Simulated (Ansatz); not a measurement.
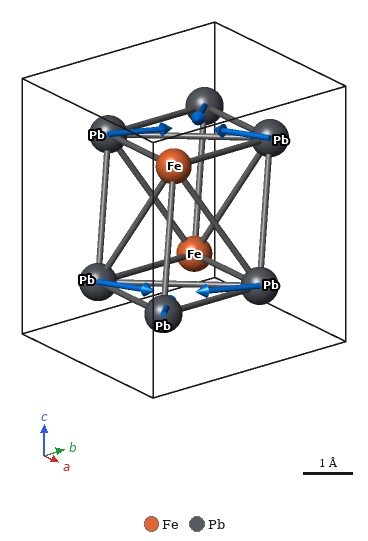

This is a relaxation of crystalline FePb₃ (built on the Ni3Sn (D0_19)_194 type) (coarse preliminary run). The starting structure is drawn; blue arrows show the displacements (the part carried along by the change of the cell is left out), magnified 20 times.

Style: ball-and-stick. Shown: the cell of the calculation, slightly off an axis.

Case: Ni3Sn (D0_19) type (P6_3/mmc, No. 194).

Theory: DFT PBE, scalar-relativistic, plane waves, PAW in Ansatz 0.2.0. Set-up: plane-wave cutoff 420 eV; k-point mesh 3 × 3 × 4; occupations gaussian; smearing width 0.1 eV; collinear spin; cell and atoms relaxed; force threshold 0.04 eV/Å; at most 70 steps.

Question: What did the optimiser do to the structure, and how much energy did it gain?

Answer: After 3 accepted moves (4 points after the start) the energy has fallen by 28.9 meV per atom. The largest force component goes from 0.74 to 0.017 eV/Å. Pressure: 0.96 GPa at the start and −0.20 GPa at the end. The SCF was repeated once at an unchanged geometry on a basis and grid sized afresh for the cell, which shifted the energy by 0.1 meV per atom at most. The largest moves relative to the cell, 0.072 Å, are those of Pb atoms. Fe stays in place. The volume changes by +1.7 %, with a = b 6.708 → 6.674 Å (−0.5 %), c 5.384 → 5.534 Å (+2.8 %). Near-neighbour distances that change, for instance: Pb–Pb 3.347 → 3.205 Å, Pb–Pb 3.361 → 3.469 Å, Pb–Pb 3.319 → 3.416 Å, Fe–Pb 3.354 → 3.338 Å. The space group stays P6_3/mmc (No. 194).
